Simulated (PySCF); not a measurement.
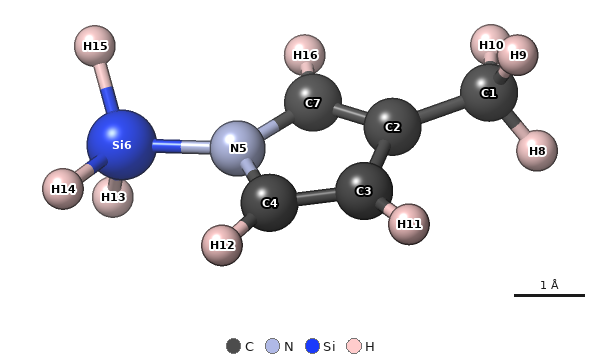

**Figure 1.** The structure as given in the input (ball-and-stick view, seen at a tilt; atoms are numbered from 1 in the order of the input).

**Run report: C5H9NSi, NMR shielding calculation**

- system: C5H9NSi, SMILES Cc1ccn([SiH3])c1
- method: GIAO PBE0/pcSseg-1 NMR shielding, non-relativistic, gas phase (PySCF 2.14.0)

The geometry comes from this level: PBE0-D3(BJ)/def2-SVP. It belongs to a series of runs on one base structure; here: constitutional isomer. Figures and captions count atoms from 1; the log counts them from 0 in places.

Input file:
```
{"job": {"kind": "nmr", "xc": "PBE0", "basis": "pcSseg-1"}, "charge": 0, "multiplicity": 1}
C     -2.236327    -0.011896    -0.266505
C     -0.790554    -0.354283    -0.412963
C     -0.202567    -1.654075    -0.314965
C      1.147962    -1.516697    -0.518147
N      1.431108    -0.184572    -0.743629
Si     3.040787     0.511462    -0.961123
C      0.242524     0.517173    -0.674728
H     -2.626247    -0.320315     0.716944
H     -2.851456    -0.516417    -1.029391
H     -2.403037     1.070360    -0.367045
H     -0.726422    -2.588961    -0.121254
H      1.938397    -2.265364    -0.528967
H      3.484857     1.237369     0.264555
H      3.956451    -0.627579    -1.243048
H      3.003402     1.468074    -2.103230
H      0.217085     1.596442    -0.822546
```

The first line tells a small driver script what to run in PySCF; the rest is the geometry in Å.

Run as:
```bash
OMP_NUM_THREADS=1 python <driver script> task.json out
```

Output:
```
coarse grid: 13696 points
cycle   1  E = -539.6477712975  dE =  9.329e-01  |g| = 3.993e-01  |ddm| = 3.708e+00
cycle   2  E = -539.6213236272  dE =  2.645e-02  |g| = 5.113e-01  |ddm| = 1.032e+00
cycle   3  E = -539.6903764988  dE = -6.905e-02  |g| = 1.029e-01  |ddm| = 6.368e-01
cycle   4  E = -539.6926501194  dE = -2.274e-03  |g| = 3.892e-02  |ddm| = 1.178e-01
cycle   5  E = -539.6929818609  dE = -3.317e-04  |g| = 9.716e-03  |ddm| = 3.695e-02
cycle   6  E = -539.6929994073  dE = -1.755e-05  |g| = 3.101e-03  |ddm| = 8.567e-03
cycle   7  E = -539.6930013249  dE = -1.918e-06  |g| = 4.186e-04  |ddm| = 2.098e-03
final grid: 127312 points
cycle   8  E = -539.7323286058  dE = -2.563e-05  |g| = 6.845e-03  |ddm| = 3.134e-02
cycle   9  E = -539.7323241714  dE =  4.434e-06  |g| = 8.187e-03  |ddm| = 1.489e-02
cycle  10  E = -539.7323407230  dE = -1.655e-05  |g| = 9.551e-04  |ddm| = 8.042e-03
cycle  11  E = -539.7323408948  dE = -1.718e-07  |g| = 2.853e-04  |ddm| = 7.952e-04
cycle  12  E = -539.7323409109  dE = -1.607e-08  |g| = 1.010e-04  |ddm| = 3.319e-04
cycle  13  E = -539.7323409134  dE = -2.461e-09  |g| = 2.619e-05  |ddm| = 1.116e-04
cycle  14  E = -539.7323409135  dE = -1.531e-10  |g| = 5.802e-06  |ddm| = 2.647e-05
```

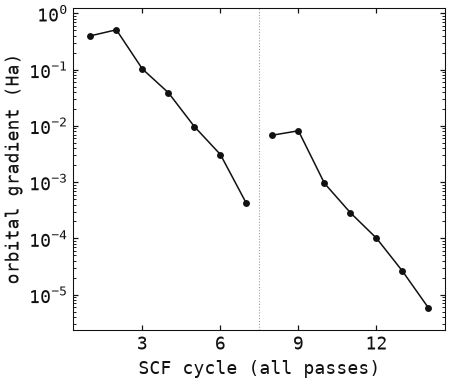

**Figure 2.** Convergence of the self-consistent field: orbital gradient against the SCF cycle. The dotted line marks the change from a coarse to the final integration grid. The first 7 cycles use a coarse grid, the final grid takes over at cycle 8, and the field converges after 14 cycles in all.

```
converged SCF energy = -539.7323409135

GIAO shielding tensors (ppm)
atom      isotropic    diamagn.    paramagn.     s11        s22        s33       span
  0 C      170.411     243.870     -73.459    159.190    163.936    188.105     28.915
  1 C       54.505     261.107    -206.602    -23.943     36.563    150.894    174.837
  2 C       65.689     252.499    -186.810    -14.864     61.058    150.872    165.736
  3 C       53.665     253.081    -199.416    -26.406     62.713    124.687    151.093
  4 N      105.091     333.457    -228.366     18.149     94.967    202.157    184.008
  5 Si     399.139     879.037    -479.898    359.170    379.980    458.266     99.096
  6 C       58.921     254.328    -195.407    -18.270     71.172    123.860    142.130
  7 H       28.987      28.448       0.539     24.382     27.034     35.545     11.163
  8 H       28.983      27.188       1.795     24.446     26.909     35.594     11.149
  9 H       29.239      29.177       0.062     24.067     28.754     34.896     10.828
 10 H       24.957      32.152      -7.195     22.498     25.852     26.522      4.024
 11 H       24.701      31.111      -6.410     21.240     25.839     27.025      5.785
 12 H       26.277      28.397      -2.120     23.033     24.182     31.616      8.582
 13 H       26.389      27.712      -1.324     22.582     25.677     30.907      8.325
 14 H       26.242      27.838      -1.596     22.632     24.911     31.183      8.551
 15 H       24.759      34.038      -9.279     21.192     25.419     27.666      6.475
```

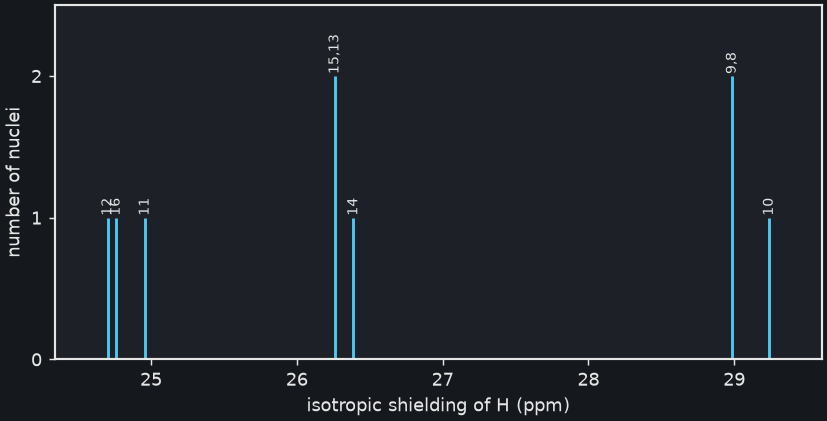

**Figure 3.** Isotropic shieldings of the hydrogen nuclei in this fixed geometry, labelled by atom number; shielding grows to the right, so chemical shift grows to the left. The least shielded is H12 (24.7 ppm), the most shielded H10 (29.2 ppm).

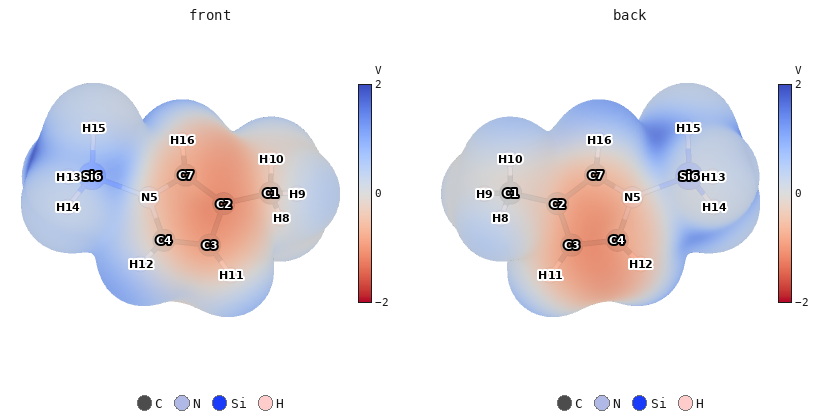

**Figure 4.** The molecular electrostatic potential painted on the density surface at 0.002 e/bohr³, seen at a tilt and from behind; the colour scale runs from red (negative) to blue (positive).

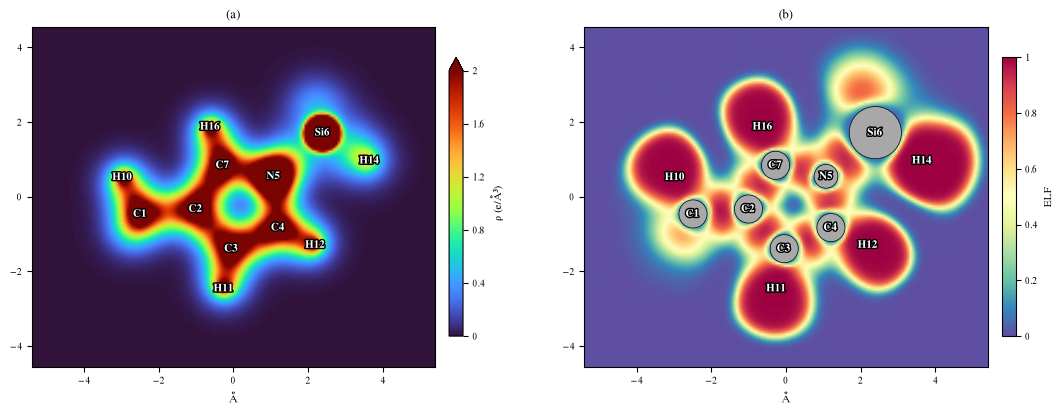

**Figure 5.** (a) total electron density; (b) electron localisation function on the plane of atoms C1, C2 and C3. Grey discs, where drawn, cover atomic cores. Atoms in the plane: C, N, Si and H. C–C (1.37 Å): ρ is about 2.1 e/Å³ halfway; the ELF peaks at about 0.95 between the atoms (a shared electron pair). Si–N (1.77 Å): ρ is about 1 e/Å³ halfway; the ELF peaks at about 0.95 between the atoms, which marks a shared but strongly polarised pair. C–C (1.43 Å): ρ at the midpoint is about 1.9 e/Å³; the ELF peaks at about 0.95 between the atoms, which marks localised, shared-pair bonding.

Key numbers:

```json
{"quantity": "outcome", "value": "converged"}
{"quantity": "total energy", "value": "−539.732341 hartree"}
{"quantity": "HOMO", "value": "−6.08 eV"}
{"quantity": "LUMO", "value": "0.37 eV"}
{"quantity": "dipole moment", "value": "1.08 D"}
{"quantity": "isotropic shielding, C", "value": "53.7 to 170.4 ppm"}
{"quantity": "isotropic shielding, N", "value": "105.1 ppm"}
{"quantity": "isotropic shielding, Si", "value": "399.1 ppm"}
{"quantity": "isotropic shielding, H", "value": "24.7 to 29.2 ppm"}
{"quantity": "hardware", "value": "1 CPU thread, shared host"}
{"quantity": "wall time", "value": "30 s"}
{"quantity": "peak memory", "value": "0.81 GiB"}
```
